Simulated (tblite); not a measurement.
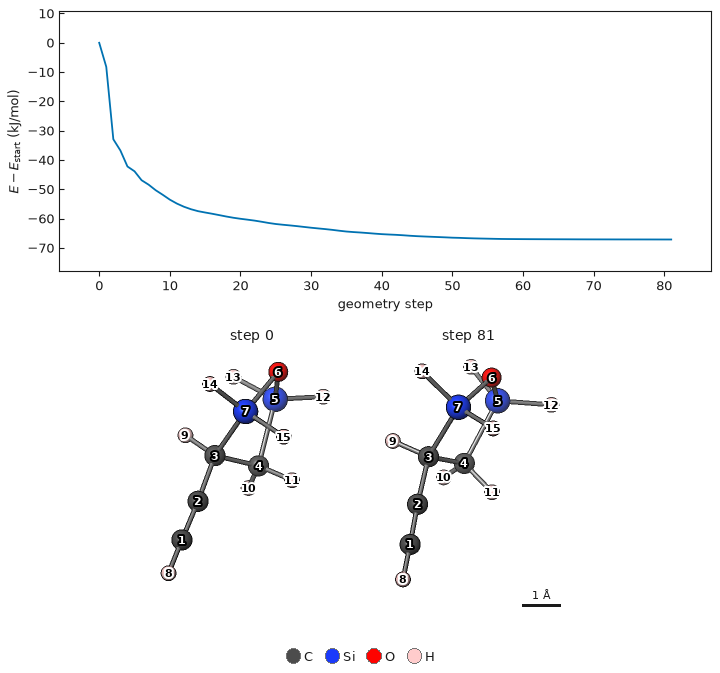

First and last geometry of a relaxation of C$_{4}$H$_{8}$OSi$_{2}$, with the history of the run. A ball-and-stick model, seen from a free direction.

Computed with GFN2-xTB geometry optimisation, gas phase (tblite). 

### What do the curves and the structures tell?

It converged. The atom that moves furthest after the best rigid fit is H11 (0.72 Å). Largest moves by element: H 0.72 Å, C 0.35 Å, Si 0.17 Å, O 0.17 Å. Some distances before and after: O6–Si7 1.728 → 1.636 Å, C3–Si7 1.867 → 1.926 Å, C3–C4 1.514 → 1.545 Å, Si5–H13 1.490 → 1.460 Å. Among the angles between lasting bonds that change: Si5–O6–Si7 106.1° → 120.6°, H10–C4–H11 113.6° → 106.3°, C4–C3–Si7 100.1° → 107.1°. Groups turn about C4–Si5 by about 25°, C3–C4 by about 25°, C3–Si7 by about 20°. The energy falls by 67.1 kJ/mol in 81 geometry steps. Cost: 0.66 s on 1 thread of Intel(R) Xeon(R) CPU @ 2.60GHz, with other jobs on the host.

| step | E − E(0), kJ/mol |
| --- | --- |
| 0 | 0.00 |
| 1 | -8.22 |
| 2 | -32.92 |
| 3 | -36.75 |
| 4 | -42.21 |
| 5 | -43.85 |
| 6 | -46.90 |
| 7 | -48.42 |
| 8 | -50.32 |
| 9 | -51.88 |
| 10 | -53.53 |
| 14 | -57.46 |
| 17 | -58.81 |
| 21 | -60.36 |
| 25 | -61.84 |
| 29 | -62.84 |
| 32 | -63.57 |
| 36 | -64.59 |
| 40 | -65.30 |
| 44 | -65.85 |
| 47 | -66.19 |
| 51 | -66.57 |
| 55 | -66.84 |
| 59 | -66.99 |
| 62 | -67.02 |
| 66 | -67.06 |
| 70 | -67.09 |
| 74 | -67.10 |
| 77 | -67.11 |
| 81 | -67.12 |
